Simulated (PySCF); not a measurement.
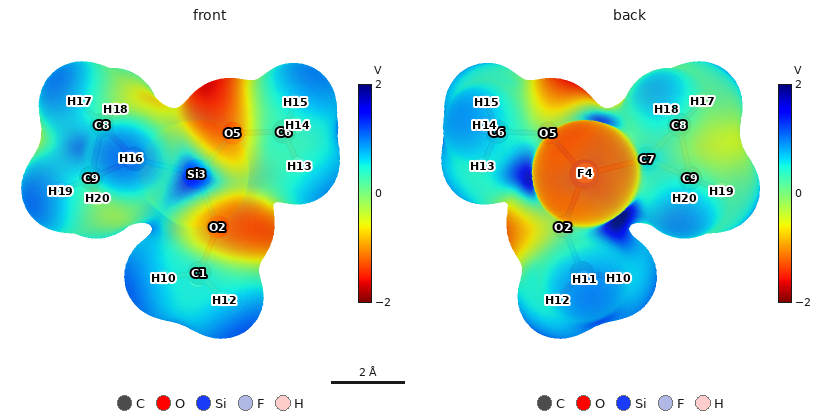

Figure 1: C5H11FO2Si (SMILES CO[Si](F)(OC)C1CC1). The electrostatic potential painted on the density surface at 0.004 e/bohr³, seen from the front and from behind; red is negative and blue positive.

Geometry: GFN2-xTB.

Level of theory: PBE0/pcSseg-1, SCF density, gas phase, non-relativistic (PySCF 2.14.0).

```xyz
20

C     2.4432   -1.0131   -0.1088
O     1.6711    0.1018    0.2593
Si    0.1335    0.4547   -0.1100
F     0.0690    0.5425   -1.7316
O    -0.2348    1.8726    0.5446
C     0.5107    3.0642    0.5802
C    -1.1540   -0.7758    0.4600
C    -2.4499   -0.9557   -0.2833
C    -1.4068   -2.0177   -0.3542
H     1.9976   -1.9332    0.2737
H     2.5242   -1.0826   -1.1947
H     3.4350   -0.8809    0.3231
H     1.5287    2.8682    0.9179
H     0.5442    3.5180   -0.4116
H     0.0129    3.7396    1.2756
H    -1.2242   -0.9120    1.5322
H    -3.3404   -1.1464    0.2966
H    -2.6203   -0.3504   -1.1593
H    -1.5752   -2.9473    0.1702
H    -0.8695   -2.1357   -1.2831
```

Where is the surface potential most negative and most positive?

Answer. The most negative region (about −1.6 V) lies over O5, the most positive (about +1.8 V) over Si3. O5 is the likeliest acceptor of a hydrogen bond.

What dipole moment does the calculation give?

Answer. Its dipole moment is 1.48 D.
